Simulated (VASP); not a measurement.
# BeSnBi2: the relaxed cell at several levels, part 2 of 3

Aim: relax BeSnBi2 with several functionals and dispersion schemes, and compare the cells. The cell is invented: it takes the structure of a Materials Project entry for SnSb (space group 12 there), with some of its atoms replaced by other elements, volume scaled by an estimate. It may not be a known or stable phase.

VASP 6.6.1, plane waves and PAW; the level of theory is named at each step.

So far. Step 2 (Relaxation with PBE): It ends with forces that vanish by symmetry and a pressure of -0.03 GPa.

### Step 3. Relaxation with LDA

This step: LDA; plane waves and PAW (Bi_d, Sn_d, Be); invented cell (VASP 6.6.1).

LDA, the lowest rung, knows the local density alone.

INCAR reads:

```
SYSTEM = BeSnBi2
PREC = Accurate
ENCUT = 520
EDIFF = 1E-06
NELM = 100
ISMEAR = -1
SIGMA = 0.05
LREAL = .FALSE.
ALGO = Normal
GGA = CA
LORBIT = 11
LWAVE = .FALSE.
LCHARG = .FALSE.
KPAR = 2
IBRION = 2
NSW = 60
ISIF = 3
EDIFFG = -0.01
```

POSCAR reads:

```
BeSnBi2
1.0
    3.1589480000      0.0000000000      0.0000000000
    0.0000000000      4.9304670000      0.0000000000
   -0.0365280000      0.0000000000      5.7122290000
Bi Sn Be
2 1 1
Direct
    0.5000000000      0.5000000000      0.5000000000
    0.0000000000      0.0000000000      0.5000000000
    0.5000000000      0.5000000000      0.0000000000
    0.0000000000      0.0000000000      0.0000000000
```

KPOINTS reads:

```
Automatic mesh
0
Gamma
7 5 4
0 0 0
```

The projector-augmented-wave data sets are Bi_d, Sn_d and Be (PBE family, release 64).

On the command line:

```bash
$ mpirun -np 2 vasp_std
```

What it wrote:

```text
[banner, memory and clock lines left out]
running    2 mpi-ranks, on    1 nodes
 distrk:  each k-point on    1 cores,    2 groups
 distr:  one band on    1 cores,    1 groups

 POSCAR found type information on POSCAR BiSnBe
 POSCAR found :  3 types and       4 ions
|                                                                             |
|               ----> ADVICE to this user running VASP <----                  |
|                                                                             |
|     You enforced a specific xc type in the INCAR file but a different       |
|     [... a line on the potential file left out ...]
|     I HOPE YOU KNOW WHAT YOU ARE DOING!                                     |
|                                                                             |

 LDA part: xc-table for (Slater(with rela. corr.)+CA(PZ))
 , standard interpolation
 POSCAR, INCAR and KPOINTS ok, starting setup
 FFT: planning ... GRIDC
 FFT: planning ... GRID_SOFT
 FFT: planning ... GRID
 WAVECAR not read
 entering main loop
       N       E                     dE             d eps       ncg     rms          rms(c)
DAV:   1     0.482919399793E+03    0.48292E+03   -0.24759E+04  2430   0.237E+03
DAV:   2     0.383025968357E+02   -0.44462E+03   -0.43852E+03  2430   0.557E+02
DAV:   3    -0.129674927330E+02   -0.51270E+02   -0.49954E+02  2887   0.203E+02
DAV:   4    -0.151316620291E+02   -0.21642E+01   -0.21324E+01  2801   0.432E+01
DAV:   5    -0.152167966855E+02   -0.85135E-01   -0.85009E-01  3307   0.806E+00    0.285E+00
DAV:   6    -0.150834558187E+02    0.13334E+00   -0.25045E-01  3089   0.572E+00    0.147E+00
DAV:   7    -0.150564035027E+02    0.27052E-01   -0.74509E-02  3226   0.305E+00    0.501E-01
DAV:   8    -0.150523722572E+02    0.40312E-02   -0.54951E-03  3544   0.655E-01    0.122E-01
DAV:   9    -0.150520131715E+02    0.35909E-03   -0.45476E-04  2968   0.284E-01    0.303E-02
DAV:  10    -0.150520079224E+02    0.52492E-05   -0.58054E-05  2963   0.101E-01    0.606E-03
DAV:  11    -0.150520072577E+02    0.66468E-06   -0.57026E-06  2779   0.269E-02
   1 F= -.15052007E+02 E0= -.15041831E+02  d E =-.150520E+02
 curvature:   0.00 expect dE= 0.000E+00 dE for cont linesearch  0.000E+00
 trial: gam= 0.00000 g(F)=  0.769E-59 g(S)=  0.220E+01 ort = 0.000E+00 (trialstep = 0.100E+01)
 search vector abs. value=  0.220E+01
 bond charge predicted
       N       E                     dE             d eps       ncg     rms          rms(c)
DAV:   1    -0.459339347442E+02   -0.30882E+02   -0.11278E+03  3332   0.619E+02    0.297E+01
DAV:   2    -0.211501591391E+02    0.24784E+02   -0.77068E+01  2933   0.110E+02    0.119E+01
DAV:   3    -0.156191189434E+02    0.55310E+01   -0.24360E+01  3131   0.560E+01    0.161E+00
DAV:   4    -0.155238465871E+02    0.95272E-01   -0.90550E-01  3160   0.824E+00    0.913E-01
DAV:   5    -0.154973292939E+02    0.26517E-01   -0.70086E-02  3214   0.183E+00    0.541E-01
DAV:   6    -0.154875647184E+02    0.97646E-02   -0.18807E-02  3271   0.108E+00    0.124E-01
DAV:   7    -0.154874134603E+02    0.15126E-03   -0.23084E-03  2957   0.533E-01    0.470E-02
DAV:   8    -0.154873144092E+02    0.99051E-04   -0.32501E-04  2754   0.186E-01    0.136E-02
DAV:   9    -0.154873133093E+02    0.10998E-05   -0.28295E-05  3102   0.416E-02    0.343E-03
DAV:  10    -0.154873130823E+02    0.22702E-06   -0.21356E-06  1967   0.126E-02
   2 F= -.15487313E+02 E0= -.15477652E+02  d E =-.435306E+00
[... from here on, the cycles between the ionic steps are left out ...]
   3 F= -.15664797E+02 E0= -.15656760E+02  d E =-.612789E+00
   4 F= -.15664709E+02 E0= -.15656674E+02  d E =-.612702E+00
   5 F= -.15676801E+02 E0= -.15670263E+02  d E =-.120924E-01
   6 F= -.15677100E+02 E0= -.15670743E+02  d E =-.123914E-01
   7 F= -.15677098E+02 E0= -.15670761E+02  d E =-.123888E-01
   8 F= -.15677571E+02 E0= -.15671080E+02  d E =-.473671E-03
   9 F= -.15677687E+02 E0= -.15671041E+02  d E =-.589780E-03
 curvature:  -0.86 expect dE=-0.309E-03 dE for cont linesearch -0.458E-06
 trial: gam= 0.45173 g(F)=  0.608E-59 g(S)=  0.360E-03 ort = 0.196E-04 (trialstep = 0.110E+01)
 search vector abs. value=  0.525E-03
 bond charge predicted
       N       E                     dE             d eps       ncg     rms          rms(c)
DAV:   1    -0.156822235387E+02   -0.45355E-02   -0.13523E-01  2817   0.368E+00    0.315E-01
DAV:   2    -0.156791100440E+02    0.31135E-02   -0.68144E-03  2810   0.113E+00    0.171E-01
DAV:   3    -0.156779476571E+02    0.11624E-02   -0.38398E-03  2923   0.788E-01    0.370E-02
DAV:   4    -0.156779584898E+02   -0.10833E-04   -0.52415E-04  2633   0.267E-01    0.149E-02
DAV:   5    -0.156779548626E+02    0.36272E-05   -0.31557E-05  4016   0.716E-02    0.466E-03
DAV:   6    -0.156779546139E+02    0.24874E-06   -0.35041E-06  2347   0.251E-02
  10 F= -.15677955E+02 E0= -.15671086E+02  d E =-.267152E-03
 trial-energy change:   -0.000267  1 .order   -0.000255   -0.000404   -0.000106
 step:   1.3912(harm=  1.4835)  dis= 0.00000  next Energy=   -15.677969 (dE=-0.282E-03)
 reached required accuracy - stopping structural energy minimisation
```

The job ended after 6.7 min (2 MPI ranks of AMD EPYC 7R43, shared host; peak memory 0.4 GiB).

From OUTCAR (step 3):

```text
The static configuration has the point symmetry C_2h.

 Found     45 irreducible k-points:

   NELECT =      46.0000    total number of electrons

 E-fermi :   7.0600

 k-point     1 :       0.0000    0.0000    0.0000
  band No.  band energies     occupation
    ...
     19       1.7089      2.00000
     20       1.7095      2.00000
     21       5.4281      2.00000
     22       5.7776      2.00000
     23       6.2574      2.00000
     24       8.4754      0.00000
     25      10.8046      0.00000
     26      12.0054      0.00000
     27      12.5478      0.00000

 k-point     2 :       0.1429    0.0000   -0.0000
  band No.  band energies     occupation
    ...
     20       2.0628      2.00000
     21       5.5708      2.00000
     22       6.0856      2.00000
     23       6.2980      2.00000
     24       6.6227      1.99968
     25      10.1122      0.00000
     26      10.5922      0.00000
     27      11.0322      0.00000

  Total       -0.0372539      0.0036631      0.0129829      0.0000000      0.0000000      0.0019466
  in kB       -0.5794667      0.0569780      0.2019425      0.0000000      0.0000000      0.0302779
  external PRESSURE =      -0.1068488 kB  Pullay stress =       0.0000000 kB

  energy-cutoff  :      520.00
  volume of cell :      103.00
      direct lattice vectors                 reciprocal lattice vectors
     3.319499628  0.000000000  0.010723555     0.301246919  0.000000000  0.001022488
     0.000000000  5.363218186  0.000000000     0.000000000  0.186455215  0.000000000
    -0.019637535  0.000000000  5.785637836    -0.000558355  0.000000000  0.172839895

 POSITION                                       TOTAL-FORCE (eV/Angst)
 -----------------------------------------------------------------------------------
      1.64993      2.68161      2.89818        -0.000000      0.000000      0.000000
     -0.00982      0.00000      2.89282        -0.000000      0.000000      0.000000
      1.65975      2.68161      0.00536         0.000000      0.000000      0.000000
      0.00000      0.00000      0.00000        -0.000000      0.000000      0.000000
 -----------------------------------------------------------------------------------
    total drift:                                0.000000     -0.000000     -0.000000

  FREE ENERGIE OF THE ION-ELECTRON SYSTEM (eV)
  ---------------------------------------------------
  free  energy   TOTEN  =       -15.6779546139 eV

  energy  without entropy=      -15.6642169797  energy(sigma->0) =      -15.67108580

 total charge
# of ion       s       p       d       tot
------------------------------------------
    1        1.527   1.447   9.950  12.924
    2        1.522   1.410   9.934  12.866
    3        1.234   1.003   9.979  12.217
    4        0.370   0.308   0.000   0.678
--------------------------------------------------
tot          4.652   4.168  29.864  38.684

[... 8 parts as in an earlier step ...]

[... 5 further parts left out ...]
```

The PAW data sets were made with PBE, though LDA sets exist; this is a small mismatch.

Step by step:

```tsv
step	energy less that of the first step (eV)	largest force (eV/Å)	pressure (GPa)	volume (Å³)
1	0.0000	0.0000	13.08	88.97
2	-0.4353	0.0000	-4.86	114.28
3	-0.6128	0.0000	-0.45	103.98
4	-0.6127	0.0000	-0.29	103.66
5	-0.6248	0.0000	0.04	102.97
6	-0.6251	0.0000	0.08	102.85
7	-0.6251	0.0000	0.10	102.83
8	-0.6256	0.0000	-0.02	103.04
9	-0.6257	0.0000	-0.11	103.19
10	-0.6259	0.0000	-0.01	103.00
```

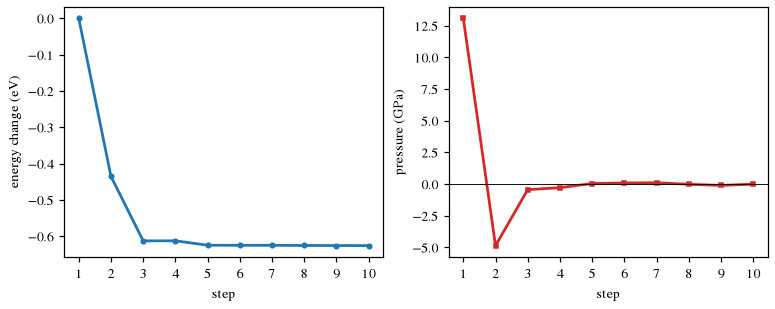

Energy and pressure along the relaxation.

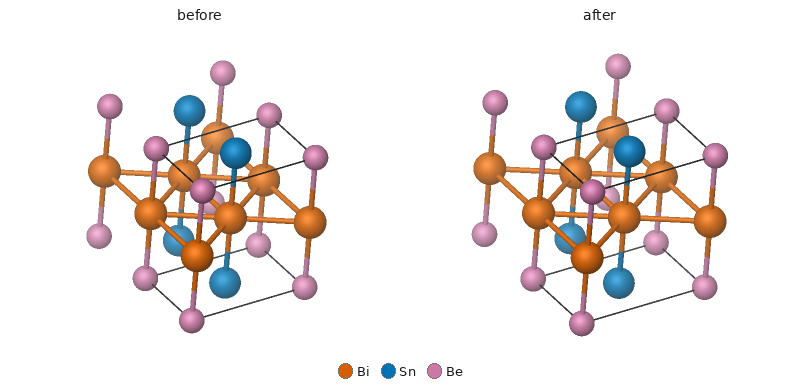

Before and after, at one scale.

```tsv
cell as run	before	after	change
a (Å)	3.159	3.320	+5.1 %
b (Å)	4.930	5.363	+8.8 %
c (Å)	5.712	5.786	+1.3 %
β (°)	90.37	90.01	-0.4 %
volume (Å³/atom)	22.24	25.75	+15.8 %
```

Final coordinates:

```
Bi Sn Be
1.0
     3.31950    0.00000    0.01072
     0.00000    5.36322    0.00000
    -0.01964    0.00000    5.78564
Bi Sn Be
2 1 1
Direct
  0.50000 0.50000 0.50000
  0.00000 0.00000 0.50000
  0.50000 0.50000 0.00000
  0.00000 0.00000 0.00000
```

Numbers from this step:

```
free energy (TOTEN)             : -15.68 eV
energy at zero smearing         : -15.67 eV
Fermi energy                    : 7.06 eV
pressure                        : -0.01068 GPa
SCF cycles over all ionic steps : 72
```

It ends at 25.75 Å³/atom, +15.8 % from the start, with -0.01 GPa left.

### Step 4. Relaxation with PBEsol

This step: PBEsol; plane waves and PAW (Bi_d, Sn_d, Be); invented cell (VASP 6.6.1).

PBEsol restores the gradient expansion of exchange and is tuned for the cells of solids.

Edit INCAR of step 3 so:

```diff
@@ -9,3 +9,3 @@
 ALGO = Normal
-GGA = CA
+GGA = PS
 LORBIT = 11
```

POSCAR is that of step 3.

KPOINTS is that of step 3.

On the command line:

```bash
$ mpirun -np 2 vasp_std
```

What it wrote:

```text
[banner, memory and clock lines left out]
running    2 mpi-ranks, on    1 nodes
[...]
[... a notice as in an earlier step ...]

 LDA part: xc-table for (Slater+PW92), standard interpolation
 POSCAR, INCAR and KPOINTS ok, starting setup
[...]
entering main loop
       N       E                     dE             d eps       ncg     rms          rms(c)
DAV:   1     0.481875072613E+03    0.48188E+03   -0.24819E+04  2430   0.237E+03
DAV:   2     0.392482602779E+02   -0.44263E+03   -0.43658E+03  2430   0.558E+02
DAV:   3    -0.118001620446E+02   -0.51048E+02   -0.49736E+02  2905   0.202E+02
DAV:   4    -0.139513824710E+02   -0.21512E+01   -0.21178E+01  2828   0.428E+01
[...]
DAV:  10    -0.139240839910E+02    0.71882E-06   -0.53401E-05  2824   0.927E-02    0.523E-03
DAV:  11    -0.139240820883E+02    0.19027E-05   -0.68502E-06  2900   0.302E-02    0.228E-03
DAV:  12    -0.139240813479E+02    0.74036E-06   -0.40135E-07  1476   0.819E-03
   1 F= -.13924081E+02 E0= -.13913843E+02  d E =-.139241E+02
[... from here on, the cycles between the ionic steps are left out ...]
   2 F= -.14461896E+02 E0= -.14451415E+02  d E =-.537815E+00
   3 F= -.14670287E+02 E0= -.14662086E+02  d E =-.746205E+00
   5 F= -.14679951E+02 E0= -.14673096E+02  d E =-.966373E-02
   7 F= -.14680580E+02 E0= -.14673496E+02  d E =-.627900E-03
   9 F= -.14681799E+02 E0= -.14674408E+02  d E =-.184740E-02
  11 F= -.14683105E+02 E0= -.14675767E+02  d E =-.130633E-02
  13 F= -.14684135E+02 E0= -.14676362E+02  d E =-.797474E-03
  15 F= -.14684889E+02 E0= -.14679376E+02  d E =-.155067E-02
  17 F= -.14686372E+02 E0= -.14680028E+02  d E =-.303375E-02
  19 F= -.14686475E+02 E0= -.14679834E+02  d E =-.313718E-02
  21 F= -.14686638E+02 E0= -.14679832E+02  d E =-.162588E-03
  23 F= -.14686699E+02 E0= -.14679874E+02  d E =-.646731E-04
  24 F= -.14686703E+02 E0= -.14679875E+02  d E =-.688896E-04
[...]
hard stop encountered!  aborting job ...
[...]
|     The electronic self-consistency was not achieved in the given           |
[...]
soft stop encountered!  aborting job ...
  25 F= -.14686726E+02 E0= -.14679899E+02  d E =-.136538E-01
 deleting file STOPCAR
```

It took 15 min on 2 MPI ranks; peak memory 0.45 GiB.

The run was stopped at its time limit, by a STOPCAR file.

By then 24 ionic steps had been finished.

More ranks or a longer limit would be the way on, or going on from the last geometry.

### Step 5. Relaxation with r2SCAN

This step: r2SCAN; plane waves and PAW (Bi_d, Sn_d, Be); invented cell (VASP 6.6.1).

r2SCAN adds the kinetic-energy density, costs more than a GGA and is run with LASPH.

Edit INCAR of step 4 so:

```diff
@@ -9,3 +9,4 @@
 ALGO = Normal
-GGA = PS
+METAGGA = R2SCAN
+LASPH = .TRUE.
 LORBIT = 11
```

POSCAR is that of step 4.

KPOINTS is that of step 4.

On the command line:

```bash
$ mpirun -np 2 vasp_std
```

What it wrote:

```text
[banner, memory and clock lines left out]
running    2 mpi-ranks, on    1 nodes
[...]
[... a notice as in an earlier step ...]

 LDA part: xc-table for (None), standard interpolation
 POSCAR, INCAR and KPOINTS ok, starting setup
[...]
entering main loop
       N       E                     dE             d eps       ncg     rms          rms(c)
DAV:   1     0.360746652142E+03    0.36075E+03   -0.25544E+04  2430   0.244E+03
DAV:   2    -0.956679593665E+02   -0.45641E+03   -0.45022E+03  2430   0.574E+02
DAV:   3    -0.149139324280E+03   -0.53471E+02   -0.52127E+02  2884   0.210E+02
DAV:   4    -0.151479302775E+03   -0.23400E+01   -0.23061E+01  2870   0.453E+01
[...]
DAV:  10    -0.142532328458E+03    0.45803E-04   -0.61312E-04  2960   0.311E-01    0.207E-02
DAV:  11    -0.142532333278E+03   -0.48196E-05   -0.47568E-05  2776   0.849E-02    0.820E-03
DAV:  12    -0.142532332581E+03    0.69633E-06   -0.67355E-06  2907   0.264E-02
   1 F= -.14253233E+03 E0= -.14252259E+03  d E =-.142532E+03
[... from here on, the cycles between the ionic steps are left out ...]
   2 F= -.14324609E+03 E0= -.14323456E+03  d E =-.713753E+00
   3 F= -.14352438E+03 E0= -.14351683E+03  d E =-.992046E+00
   4 F= -.14353235E+03 E0= -.14352544E+03  d E =-.796714E-02
 trial-energy change:   -0.007967  1 .order   -0.007782   -0.012138   -0.003426
 step:   1.2298(harm=  1.2824)  dis= 0.00000  next Energy=  -143.532928 (dE=-0.855E-02)
[...]
N       E                     dE             d eps       ncg     rms          rms(c)
DAV:   1    -0.143539549004E+03   -0.72038E-02   -0.22104E-01  2680   0.407E+00    0.385E-01
 hard stop encountered!  aborting job ...
 [... a notice as in an earlier step ...]

 soft stop encountered!  aborting job ...
```

It took 16 min on 2 MPI ranks.

The run was stopped at its time limit, by a STOPCAR file.

By then 4 ionic steps had been finished.

More ranks or a longer limit would be the way on, or going on from the last geometry.

### Step 6. Relaxation with PBE + D3(BJ)

This step: PBE with D3(BJ); plane waves and PAW (Bi_d, Sn_d, Be); invented cell (VASP 6.6.1).

A dispersion term adds the long-range attraction that semilocal functionals lack. D3 with Becke-Johnson damping keeps a finite attraction at short range.

Edit INCAR of step 5 so:

```diff
@@ -9,4 +9,4 @@
 ALGO = Normal
-METAGGA = R2SCAN
-LASPH = .TRUE.
+GGA = PE
+IVDW = 12
 LORBIT = 11
```

POSCAR is that of step 5.

KPOINTS is that of step 5.

On the command line:

```bash
$ mpirun -np 2 vasp_std
```

What it wrote:

```text
[... set-up lines as in an earlier step ...]
 entering main loop
       N       E                     dE             d eps       ncg     rms          rms(c)
[... 13 cycles as in an earlier step ...]
   1 F= -.13804068E+02 E0= -.13793795E+02  d E =-.138041E+02
[... from here on, the cycles between the ionic steps are left out ...]
   2 F= -.14407826E+02 E0= -.14397338E+02  d E =-.603758E+00
   3 F= -.14567334E+02 E0= -.14559373E+02  d E =-.763266E+00
   4 F= -.14567398E+02 E0= -.14559458E+02  d E =-.763330E+00
   5 F= -.14575209E+02 E0= -.14568198E+02  d E =-.781157E-02
   6 F= -.14575468E+02 E0= -.14568619E+02  d E =-.807014E-02
   7 F= -.14575472E+02 E0= -.14568610E+02  d E =-.807430E-02
   8 F= -.14576147E+02 E0= -.14569047E+02  d E =-.674823E-03
   9 F= -.14576891E+02 E0= -.14569384E+02  d E =-.141876E-02
  10 F= -.14576768E+02 E0= -.14569266E+02  d E =-.129599E-02
  11 F= -.14577060E+02 E0= -.14569451E+02  d E =-.158812E-02
  12 F= -.14577552E+02 E0= -.14570031E+02  d E =-.491385E-03
  13 F= -.14578099E+02 E0= -.14570756E+02  d E =-.103893E-02
  14 F= -.14578125E+02 E0= -.14570802E+02  d E =-.106476E-02
  15 F= -.14578126E+02 E0= -.14570803E+02  d E =-.106605E-02
  16 F= -.14578177E+02 E0= -.14570833E+02  d E =-.505954E-04
  17 F= -.14578239E+02 E0= -.14570779E+02  d E =-.112315E-03
  18 F= -.14578263E+02 E0= -.14570807E+02  d E =-.246370E-04
 trial-energy change:   -0.000025  1 .order   -0.000027   -0.000044   -0.000011
 step:   1.1344(harm=  1.1344)  dis= 0.00000  next Energy=   -14.578268 (dE=-0.293E-04)
 reached required accuracy - stopping structural energy minimisation
```

Run time: 13 min. Hardware: 2 MPI ranks; peak memory 0.47 GiB; 23 min of CPU time.

[end of part 2 of 3]

[Lines on the potential files, build, host, timing and source positions are cut from VASP's logs without a mark.]

[Logs are printed without paths, hosts, clocks, repeated set-up lines and the standing remarks that a program may print on its own settings, such as how far it seeks lower states.]

[Hosts, paths, dates, database ids (printed as entryN), source tags and the programs' standing remarks are cut or masked in the printed files.]

[A measured line is paired with the nearest computed mode of its activity, which favours agreement.]
